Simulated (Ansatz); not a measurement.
Input

```
crystal:
  lattice:
    - [4.9086644019, 0.0, 0.0]
    - [-2.454332201, 4.2510280707, 0.0]
    - [0.0, 0.0, 12.0788962109]
  atoms:
    - { symbol: Ca, position: [0.6666666667, 0.3333333333, 0.25] }
    - { symbol: Ca, position: [0.3333333333, 0.6666666667, 0.75] }
    - { symbol: Nd, position: [0.0, 0.0, 0.5] }
    - { symbol: Nd, position: [0.0, 0.0, 0.0] }
    - { symbol: Au, position: [0.6666666667, 0.3333333333, 0.6226627245] }
    - { symbol: Au, position: [0.3333333333, 0.6666666667, 0.3773372755] }
    - { symbol: Au, position: [0.3333333333, 0.6666666667, 0.1226627245] }
    - { symbol: Au, position: [0.6666666667, 0.3333333333, 0.8773372755] }
    - { symbol: Au, position: [0.0, 0.0, 0.25] }
    - { symbol: Au, position: [0.0, 0.0, 0.75] }
basis:
  ecutwfc: 660
kpoints:
  mp_grid: { grid: [6, 6, 4] }
hamiltonian:
  xc: pbe
  pseudopotentials:
    kind: paw
    azcp: { Nd: "pseudopotentials/pbe/nc/lanthanide_3plus/Nd.nc.azcp" }
scf:
  occupations: { method: gaussian, width: 0.1 }
output:
  forces: true
  stress: true
  eigenvalues: true
  write_density: true
  write_potential: true
  elf: true
  volumetric_format: npy
relax:
  adjacent_minimum: "off"
  f_tol: 0.001
  max_steps: 60
  cell: { stress_tol: 0.01 }
```

Launched as:

```sh
ansatz run input.yaml --threads 3 --pin off --max-ram 8448MiB --backend cpu --events-out ev --progress --plain --runs-dir out
```

Below, planes, directions and counts refer to the conventional cell (a = 4.91 Å, b = 4.91 Å, c = 12.09 Å, α = 90.00°, β = 90.00°, γ = 120.00°).

The fields are those of the run's last geometry, not of the input's.

Space group P6₃/mmc; a generated structure, not necessarily the stable one; computed without spin polarisation; no Hubbard U on the f states and no spin–orbit coupling.

All numbers below come from DFT PBE, scalar-relativistic, plane waves, PAW; 4f electrons in the core of a trivalent norm-conserving potential in Ansatz 0.2.0.

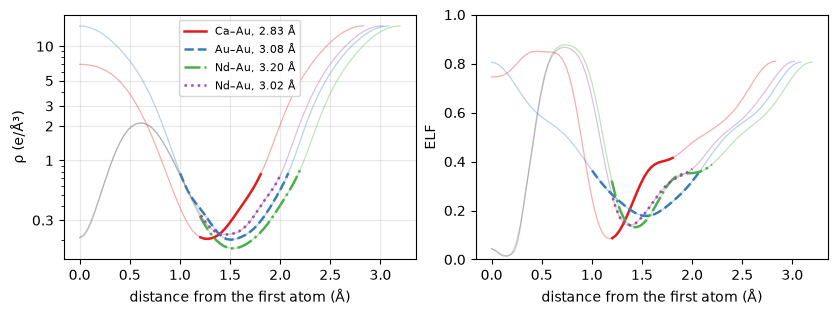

CaNdAu$_{3}$. Valence charge density (pseudo) and ELF along straight lines between neighbouring atoms. Thin, pale parts lie inside the atomic spheres.

In a pseudopotential calculation such maps are meaningful between the atoms, not at the nuclei.

Q: Compare the contacts.

A: Ca–Au (2.83 Å): the density is about 0.24 e/Å³ at the midpoint, with its minimum of 0.21 e/Å³ about 1.3 Å from Ca; the ELF is about 0.25 at the midpoint (no localised pair shows between them).
Au–Au (3.08 Å): ρ at the midpoint is about 0.2 e/Å³; the ELF is about 0.20 at the midpoint (no localised pair shows between them).
Nd–Au (3.20 Å): ρ at the midpoint is about 0.17 e/Å³; the ELF is about 0.20 at the midpoint: no shared electron pair shows on this line.
Nd–Au (3.02 Å): ρ is about 0.23 e/Å³ halfway; the ELF is about 0.20 at the midpoint: no localised pair shows between them.
